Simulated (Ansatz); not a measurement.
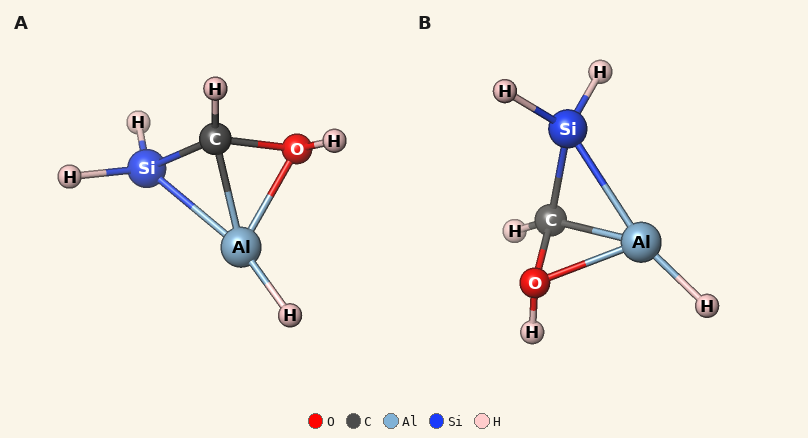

Atoms fade into the background with distance from the viewer. The geometry was computed by an optimisation with PBE0-D4/def2-TZVP.

Are A and B the same structure? If not, how do they differ?

Yes. They are the same structure, CH5AlOSi, seen from two directions: a rotation takes one into the other. The geometry is chiral (C1), so its mirror image would differ.
